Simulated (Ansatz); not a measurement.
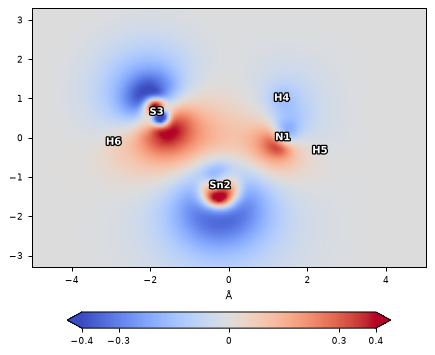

H3NSSn (SMILES [NH2][Sn][SH]). The HOMO on the molecular plane (values in Å⁻³ᐟ²; the overall sign is arbitrary).

Core potentials replace the inner electrons of Sn.

Theory: RHF/def2-SVP in Ansatz.

```xyz
6

N    -0.9158    0.2139   -0.9904
Sn    0.2632   -1.2107   -0.1947
S     1.1998    0.3138    1.5099
H    -0.9799    1.1656   -0.6799
H    -1.5248    0.0470   -1.7692
H     1.9994   -0.5935    2.0781
```

Where does this orbital lie, and at what energy?

Answer. By Hirshfeld shares it lies mainly on Sn2 (about 60 %) and S3 (about 35 %); it is symmetric in the molecular plane (an in-plane orbital: σ, lone-pair or in-plane π type). Its energy is −8.88 eV.
